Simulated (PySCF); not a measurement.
# Ir: excitation energy in ANO-RCC-VTZP

Aim: the excitation energy of iridium from differences of total energies, at each level of theory, and how far each lands from the tabulated value where there is one.

Program: PySCF 2.14.0. Level of theory: unrestricted determinants in a Gaussian basis, no spin-orbit coupling in the energies. These are calculated values, not measurements, unless marked.

### Step 1. The atom as given

```
Element                   : iridium (Z = 77)
Basis                     : ANO-RCC-VTZP (8s7p5d3f1g, 84 functions)
Hamiltonian               : scalar relativity by spin-free X2C-1e
State 1                   : Ir: [Xe] 4f14 5d8 6s1, high-spin 4F determinant (an excited configuration)
Needed too, but not shown : Ir [Xe] 4f14 5d7 6s2 (4F)
Methods                   : M06-L, LC-wPBE, B3LYP
```

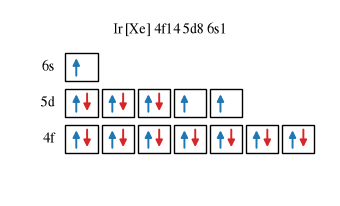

The shells outside the core, filled by Hund's rule for the drawing.

One driver process ran all states and methods and kept the integrals in memory. Each run is shown as a PySCF script that sums up its settings (the driver passes frozen orbitals as a list and adds second-order terms of double hybrids); the logs are those of the runs themselves. The driver starts from symmetry-adapted Hartree-Fock orbitals, holds the occupation by maximum overlap and uses a logarithmic radial grid for functionals, so a plain start would take other cycles.

The integrals over 84 functions and the set-up took 60 s of CPU time.

### Step 2. Ir [Xe] 4f14 5d8 6s1

M06-L:

Contents of input.py:

```python
from pyscf import gto, scf, dft, mp, cc
import basis_set_exchange as bse
mol = gto.M(atom="Ir 0 0 0", charge=0, spin=3, symmetry="D2h",
            basis=gto.basis.parse(bse.get_basis("ANO-RCC-VTZP", elements=["Ir"], fmt="nwchem")),
            nucmod="G")
mf = dft.UKS(mol, xc="M06L").sfx2c1e()
mf.irrep_nelec = {'Ag': (12, 9), 'B1g': (3, 3), 'B2g': (3, 3), 'B3g': (3, 3), 'Au': (1, 1), 'B1u': (6, 6), 'B2u': (6, 6), 'B3u': (6, 6)}
mf.kernel()
```

The program printed:

```text
damping factor = 0
level_shift factor = 0
DIIS = <class 'pyscf.scf.diis.CDIIS'>
diis_start_cycle = 1
diis_space = 10
diis_damp = 0
SCF conv_tol = 1e-09
SCF conv_tol_grad = None
number electrons alpha = 40  beta = 37
XC functionals = M06L
    Y. Zhao and D. G. Truhlar.,  J. Chem. Phys. 125, 194101 (2006)
    Y. Zhao and D. G. Truhlar.,  J. Chem. Phys. 125, 194101 (2006)
    Y. Zhao and D. G. Truhlar.,  Theor. Chem. Acc. 120, 215 (2008)
cycle= 1 E= -17828.3334232556  delta_E= -0.0171  |g|= 0.204  |ddm|= 0.223
cycle= 2 E= -17828.3254647225  delta_E= 0.00796  |g|= 0.295  |ddm|= 0.153
cycle= 3 E= -17828.3381161944  delta_E= -0.0127  |g|= 0.0213  |ddm|= 0.11
cycle= 4 E= -17828.3382515707  delta_E= -0.000135  |g|= 0.00198  |ddm|= 0.0146
cycle= 5 E= -17828.3382534189  delta_E= -1.85e-06  |g|= 0.000353  |ddm|= 0.002
cycle= 6 E= -17828.3382534688  delta_E= -4.99e-08  |g|= 1.91e-05  |ddm|= 0.000285
cycle= 7 E= -17828.3382534689  delta_E= -1.09e-10  |g|= 7.11e-07  |ddm|= 1.21e-05
converged SCF energy = -17828.3382534689  <S^2> = 3.7522525  2S+1 = 4.0011261
```

CPU time 9.3 s on a shared host, the integrals not counted.

Orbital energies by shell (radii are means over both spins):

```
shell  electrons  mean orbital energy (eV)  spread (eV)  rms radius (bohr)
 1s α          1                  -75928.7            0             0.0197
 1s β          1                  -75928.7            0             0.0197
 2s α          1                  -13313.9            0             0.0796
 2s β          1                  -13313.7            0             0.0796
 2p α          3                  -11606.3            0             0.0727
 2p β          3                  -11606.2            0             0.0727
 3s α          1                   -3127.7            0              0.203
 3s β          1                   -3127.6            0              0.203
 3p α          3                   -2622.2            0              0.205
 3p β          3                   -2622.1            0              0.205
 3d α          5                   -2044.7        0.083              0.188
 3d β          5                   -2044.6        0.055              0.188
 4s α          1                   -672.80            0              0.450
 4s β          1                   -672.68            0              0.450
 4p α          3                   -505.09            0              0.479
 4p β          3                   -505.01            0              0.479
 4d α          5                   -292.87        0.225              0.514
 4d β          5                   -292.78        0.157              0.514
 5s α          1                   -96.750            0               1.04
 5s β          1                   -95.424            0               1.04
 4f α          7                   -60.616        0.330              0.592
 4f β          7                   -60.406        0.097              0.592
 5p α          3                   -54.056            0               1.21
 5p β          3                   -52.302            0               1.21
 5d α          5                    -5.960        0.670               1.98
 6s α          1                    -5.817            0               3.10
 5d β          3                    -4.705            0               1.98
```

⟨S²⟩ = 3.752, ⟨L²⟩ = 12.02.

Spin-orbit coupling, absent here, splits the open shell strongly.

LC-wPBE:

Changes to input.py:

```diff
@@ -5,3 +5,3 @@
             nucmod="G")
-mf = dft.UKS(mol, xc="M06L").sfx2c1e()
+mf = dft.UKS(mol, xc="LC_WPBE").sfx2c1e()
 mf.irrep_nelec = {'Ag': (12, 9), 'B1g': (3, 3), 'B2g': (3, 3), 'B3g': (3, 3), 'Au': (1, 1), 'B1u': (6, 6), 'B2u': (6, 6), 'B3u': (6, 6)}
```

The program printed:

```text
damping factor = 0
level_shift factor = 0
DIIS = <class 'pyscf.scf.diis.CDIIS'>
diis_start_cycle = 1
diis_space = 10
diis_damp = 0
SCF conv_tol = 1e-09
SCF conv_tol_grad = None
number electrons alpha = 40  beta = 37
XC functionals = LC_WPBE
    O. A. Vydrov and G. E. Scuseria.,  J. Chem. Phys. 125, 234109 (2006)
cycle= 1 E= -17828.6847485682  delta_E= -0.0172  |g|= 0.266  |ddm|= 0.126
cycle= 2 E= -17828.6840718973  delta_E= 0.000677  |g|= 0.261  |ddm|= 0.0862
cycle= 3 E= -17828.6907582693  delta_E= -0.00669  |g|= 0.0195  |ddm|= 0.056
cycle= 4 E= -17828.6908524282  delta_E= -9.42e-05  |g|= 0.00198  |ddm|= 0.0107
cycle= 5 E= -17828.690862606  delta_E= -1.02e-05  |g|= 0.000391  |ddm|= 0.00682
cycle= 6 E= -17828.6908629926  delta_E= -3.87e-07  |g|= 2.51e-05  |ddm|= 0.00161
cycle= 7 E= -17828.6908629929  delta_E= -2.95e-10  |g|= 2.04e-06  |ddm|= 3.55e-05
converged SCF energy = -17828.6908629929  <S^2> = 3.7511988  2S+1 = 4.0005994
```

CPU time 68 s on a shared host, the integrals not counted.

B3LYP:

Changes to input.py:

```diff
@@ -5,3 +5,3 @@
             nucmod="G")
-mf = dft.UKS(mol, xc="LC_WPBE").sfx2c1e()
+mf = dft.UKS(mol, xc="B3LYP").sfx2c1e()
 mf.irrep_nelec = {'Ag': (12, 9), 'B1g': (3, 3), 'B2g': (3, 3), 'B3g': (3, 3), 'Au': (1, 1), 'B1u': (6, 6), 'B2u': (6, 6), 'B3u': (6, 6)}
```

The program printed:

```text
damping factor = 0
level_shift factor = 0
DIIS = <class 'pyscf.scf.diis.CDIIS'>
diis_start_cycle = 1
diis_space = 10
diis_damp = 0
SCF conv_tol = 1e-09
SCF conv_tol_grad = None
number electrons alpha = 40  beta = 37
XC functionals = B3LYP
    P. J. Stephens, F. J. Devlin, C. F. Chabalowski, and M. J. Frisch.,  J. Phys. Chem. 98, 11623 (1994)
cycle= 1 E= -17829.2271298689  delta_E= -0.0149  |g|= 0.252  |ddm|= 0.181
cycle= 2 E= -17829.219493248  delta_E= 0.00764  |g|= 0.325  |ddm|= 0.158
cycle= 3 E= -17829.2337602913  delta_E= -0.0143  |g|= 0.0238  |ddm|= 0.112
cycle= 4 E= -17829.2339240824  delta_E= -0.000164  |g|= 0.00183  |ddm|= 0.0156
cycle= 5 E= -17829.2339258048  delta_E= -1.72e-06  |g|= 0.000249  |ddm|= 0.00183
cycle= 6 E= -17829.233925827  delta_E= -2.21e-08  |g|= 4.71e-06  |ddm|= 0.000205
cycle= 7 E= -17829.233925827  delta_E= -2.18e-11  |g|= 1.74e-07  |ddm|= 7.93e-06
converged SCF energy = -17829.233925827  <S^2> = 3.7509631  2S+1 = 4.0004815
```

It used 5.8 s of CPU time after the integrals (shared host).

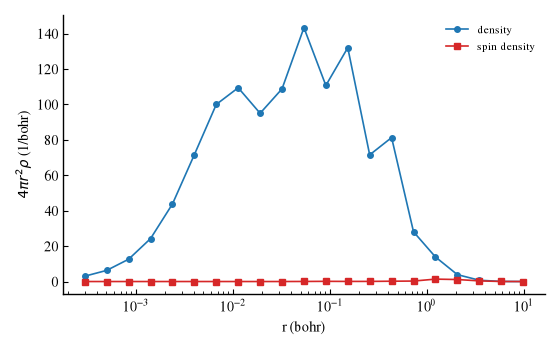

Radial density 4πr²ρ of Ir at B3LYP, without picture-change correction, at 21 stored radii joined by straight lines.

### Step 3. Differences of total energies

Excitation energy: Ir [Xe] 4f14 5d7 6s2 (4F) → Ir [Xe] 4f14 5d8 6s1 (4F).

| method | value (eV) | error (eV) |
| --- | --- | --- |
| UHF | 0.2168 | +0.0790 |
| M06-L | 0.3116 | +0.1737 |
| LC-wPBE | -0.1341 | -0.2719 |
| B3LYP | 0.0540 | -0.0839 |

Reference: 0.138 eV (measured; NIST levels, between the centres of gravity of the two terms).

The differences also use runs on Ir [Xe] 4f14 5d7 6s2 (4F), which are not shown here. The runs at UHF are not shown; their differences are listed all the same.

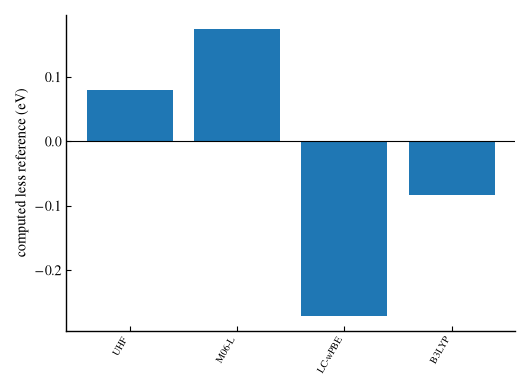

Computed less reference values by method.

### Step 4. Results

```
                                 quantity                                       value
excitation energy, Ir → [Xe] 4f14 5d8 6s1  UHF 0.217, B3LYP 0.054 eV; reference 0.138
```

Each level's miss (mean over 1 difference):

| method | mean absolute miss against the measured value (with the measured fine structure taken into account where it is known) (eV) |
| --- | --- |
| UHF | 0.079 |
| M06-L | 0.174 |
| LC-wPBE | 0.272 |
| B3LYP | 0.084 |

In words: Against experiment UHF comes closest (off by 0.08 eV), level with B3LYP and LC-wPBE is farthest (0.27 eV). In a finite basis a lower level can come nearest by cancelling errors. The basis is finite, and no extrapolation was made.
